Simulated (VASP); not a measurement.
```yaml
crystal:
  lattice:
    - [1.78822, -3.09728, 0.00000]
    - [1.78822, 3.09728, 0.00000]
    - [0.00000, 0.00000, 5.51005]
  atoms:
    - { symbol: Ho, position: [0.33333, 0.66667, 0.25000] }
    - { symbol: Ho, position: [0.66667, 0.33333, 0.75000] }
```

Level of theory: TPSS meta-GGA, VASP's PBE PAW potentials (set 64) (plane waves; VASP). Run with 520 eV cut-off, 13×13×8 Γ-centred mesh, tetrahedra with Blöchl corrections, potentials Ho_3.

The 4f electrons are frozen in the core of the lanthanide potential, so 4f levels, which can set the real gap, and their magnetism are missing.

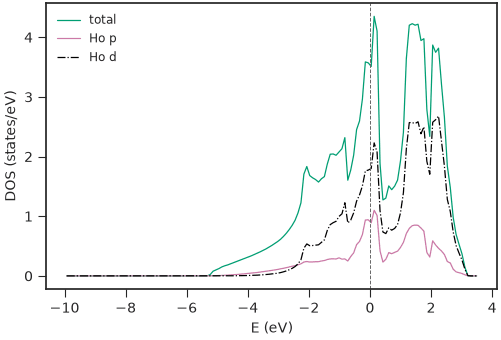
Figure. Total and projected density of states, zero at the Fermi level

Within 2 eV below the Fermi level the largest weight inside VASP's projection spheres is Ho d, then Ho p.

It has no gap at this level: it comes out as a metal or semimetal.

The compound is Ho in the hcp structure. It was relaxed first.
